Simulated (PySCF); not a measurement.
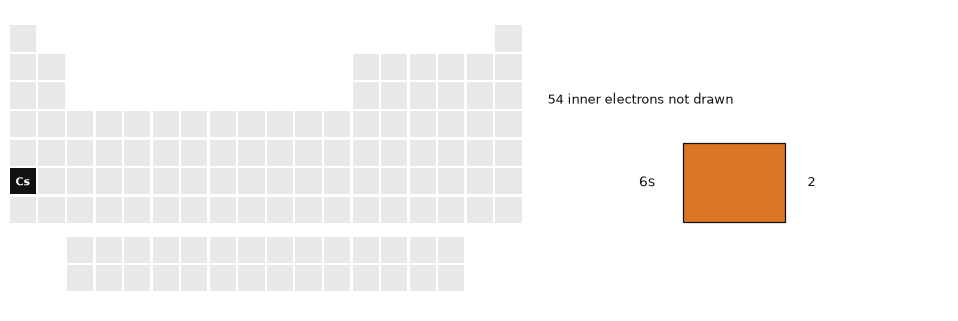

Figure 1. Left, the place of caesium in the periodic table; right, the outer shells of the nominal configuration: a box for each of the 2l + 1 orbitals, shaded by the share of the shell that is filled, with the electron count at the right.

## Atomic calculation for Cs⁻

- system: Cs⁻, configuration 1s2 2s2 2p6 3s2 3p6 3d10 4s2 4p6 4d10 5s2 5p6 6s2, multiplicity 1.
- method: unrestricted M06, aug-cc-pwCVTZ-X2C plus 1 even-tempered diffuse shell per l, spin-free X2C-1e, Gaussian nucleus (PySCF)

**The input**
```python
from pyscf import gto, scf, dft, mp, cc
import basis_set_exchange as bse
mol = gto.M(atom="Cs 0 0 0", charge=-1, spin=0, symmetry="D2h",
            basis=gto.basis.parse(bse.get_basis("aug-cc-pwCVTZ-X2C", elements=["Cs"], fmt="nwchem", header=False, augment_diffuse=1)),
            nucmod="G")
mf = dft.UKS(mol, xc="M06").sfx2c1e()
mf.irrep_nelec = {'Ag': (10, 10), 'B1g': (2, 2), 'B2g': (2, 2), 'B3g': (2, 2), 'B1u': (4, 4), 'B2u': (4, 4), 'B3u': (4, 4)}
mf.kernel()
```

The script is an equivalent of what the driver set up; the driver started from orbitals of its own, so the log can be shorter than this script's would be, and it computed the properties (radii, ⟨L²⟩, response) afterwards. It held the occupations shell by shell, which the script's counts by irreducible representation don't always enforce.

Hardware: 1 thread of Arm Neoverse N1, 15 GiB of memory available, shared host.

The run was one of a batch that the task file lists, launched with:
```bash
OMP_NUM_THREADS=1 python <driver script> TASK.json OUT
```

**Log (extracts)**
```
damping factor = 0
level_shift factor = 0
DIIS = <class 'pyscf.scf.diis.CDIIS'>
diis_start_cycle = 1
diis_space = 10
diis_damp = 0
SCF conv_tol = 1e-09
SCF conv_tol_grad = None
number electrons alpha = 28  beta = 28
XC functionals = M06
    Y. Zhao and D. G. Truhlar.,  Theor. Chem. Acc. 120, 215 (2008)
    Y. Zhao and D. G. Truhlar.,  Theor. Chem. Acc. 120, 215 (2008)
cycle= 1 E= -7786.27619235018  delta_E= -0.00566  |g|= 0.0469  |ddm|=  214
cycle= 2 E= -7786.27488062989  delta_E= 0.00131  |g|= 0.0423  |ddm|=  214
cycle= 3 E= -7786.27900472456  delta_E= -0.00412  |g|= 0.0171  |ddm|= 77.4
cycle= 4 E= -7786.27922195959  delta_E= -0.000217  |g|= 0.00595  |ddm|= 42.2
cycle= 5 E= -7786.27926855566  delta_E= -4.66e-05  |g|= 0.00654  |ddm|= 27.4
cycle= 6 E= -7786.27918752849  delta_E= 8.1e-05  |g|= 0.00683  |ddm|= 9.79
cycle= 7 E= -7786.27923065978  delta_E= -4.31e-05  |g|= 0.00623  |ddm|= 5.39
cycle= 8 E= -7786.27933316785  delta_E= -0.000103  |g|= 0.00529  |ddm|= 22.1
cycle= 9 E= -7786.27929897475  delta_E= 3.42e-05  |g|= 0.00291  |ddm|= 53.8
cycle= 10 E= -7786.27938383293  delta_E= -8.49e-05  |g|= 0.00232  |ddm|= 5.92
[... 30 cycles left out ...]
SCF not converged.
SCF energy = -7786.27015293348 after 40 cycles  <S^2> = 0.45803601  2S+1 = 1.6828975

damping factor = 0
level_shift factor = 0.3
DIIS = <class 'pyscf.scf.diis.CDIIS'>
diis_start_cycle = 1
diis_space = 10
diis_damp = 0
SCF conv_tol = 1e-09
SCF conv_tol_grad = None
number electrons alpha = 28  beta = 28
XC functionals = M06
    Y. Zhao and D. G. Truhlar.,  Theor. Chem. Acc. 120, 215 (2008)
    Y. Zhao and D. G. Truhlar.,  Theor. Chem. Acc. 120, 215 (2008)
[... 30 cycles left out ...]
SCF not converged.
SCF energy = -7786.27953427302 after 30 cycles  <S^2> = 7.1582502e-08  2S+1 = 1.0000001

damping factor = 0.5
level_shift factor = 1.0
DIIS = <class 'pyscf.scf.diis.CDIIS'>
diis_start_cycle = 1
diis_space = 10
diis_damp = 0
SCF conv_tol = 1e-09
SCF conv_tol_grad = None
number electrons alpha = 28  beta = 28
XC functionals = M06
    Y. Zhao and D. G. Truhlar.,  Theor. Chem. Acc. 120, 215 (2008)
    Y. Zhao and D. G. Truhlar.,  Theor. Chem. Acc. 120, 215 (2008)
[... 20 cycles left out ...]
cycle= 21 E= -7786.27909328658  delta_E= -2.61e-05  |g|= 0.00823  |ddm|= 0.225
cycle= 22 E= -7786.27911758844  delta_E= -2.43e-05  |g|= 0.00811  |ddm|= 0.322
cycle= 23 E= -7786.27914367338  delta_E= -2.61e-05  |g|= 0.00783  |ddm|= 0.0873
cycle= 24 E= -7786.27916680098  delta_E= -2.31e-05  |g|= 0.00764  |ddm|= 0.108
cycle= 25 E= -7786.27918636947  delta_E= -1.96e-05  |g|= 0.00749  |ddm|= 0.838
cycle= 26 E= -7786.27920669377  delta_E= -2.03e-05  |g|= 0.00731  |ddm|= 0.224
cycle= 27 E= -7786.27922431095  delta_E= -1.76e-05  |g|= 0.00716  |ddm|= 0.31
cycle= 28 E= -7786.27924126046  delta_E= -1.69e-05  |g|= 0.00695  |ddm|= 0.363
cycle= 29 E= -7786.27925757439  delta_E= -1.63e-05  |g|= 0.00676  |ddm|= 0.323
cycle= 30 E= -7786.27927302576  delta_E= -1.55e-05  |g
```

**What the run reported**

| quantity | value |
| --- | --- |
| outcome | not converged |
| total energy | −7786.2793 hartree |
| SCF iterations | 100 |
| wall time | 2.9 min |

**Diagnosis**

The run did not meet its convergence test in 100 iterations, so its last values are not results. To bear in mind: highest occupied orbital energy is positive.
